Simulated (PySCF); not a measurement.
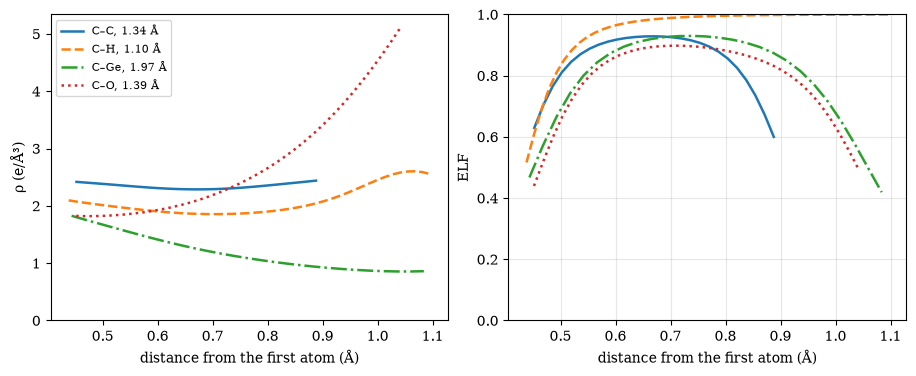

C$_{5}$H$_{10}$GeO. Total electron density and ELF along straight lines between neighbouring atoms. The curves leave out the atomic cores.

Geometry: PBE0-D3(BJ)/def2-SVP.

The calculation used PySCF, CAM-B3LYP/def2-SVPD, SCF density, gas phase.

```xyz
17

C     2.6362   -0.4936   -0.0010
O     1.5827   -0.0424   -0.7876
C     0.3301   -0.5189   -0.3728
C    -0.7114   -0.1377   -1.3846
C    -1.8539    0.4518   -1.0063
C    -2.1218    0.7586    0.4403
Ge   -0.4088    0.2996    1.2997
H     2.7183   -1.5996   -0.0084
H     2.5330   -0.1729    1.0568
H     3.5672   -0.0694   -0.4020
H     0.3666   -1.6260   -0.2714
H    -0.4978   -0.3560   -2.4365
H    -2.6095    0.7147   -1.7558
H    -2.9380    0.1346    0.8426
H    -2.4293    1.8063    0.5875
H     0.3940    1.5386    1.7370
H    -0.5625   -0.6665    2.4911
```

> Compare the contacts.

C–C (1.34 Å): ρ at the midpoint is about 2.3 e/Å³; the ELF peaks at about 0.95 between the atoms: a short, multiple covalent bond.
C–H (1.10 Å): ρ is about 2 e/Å³ halfway; the ELF climbs to about 1 towards the hydrogen, as it does in any bond to H; an ordinary covalent bond to hydrogen.
C–Ge (1.97 Å): ρ is about 0.87 e/Å³ halfway; the ELF peaks at about 0.95 in the valence shell of C, 0.7 Å from its nucleus, and is about 0.70 at the midpoint.
C–O (1.39 Å): ρ at the midpoint is about 2.2 e/Å³, with its minimum of 1.8 e/Å³ about 0.5 Å from C; the ELF peaks at about 0.90 between the atoms: a polar covalent bond.
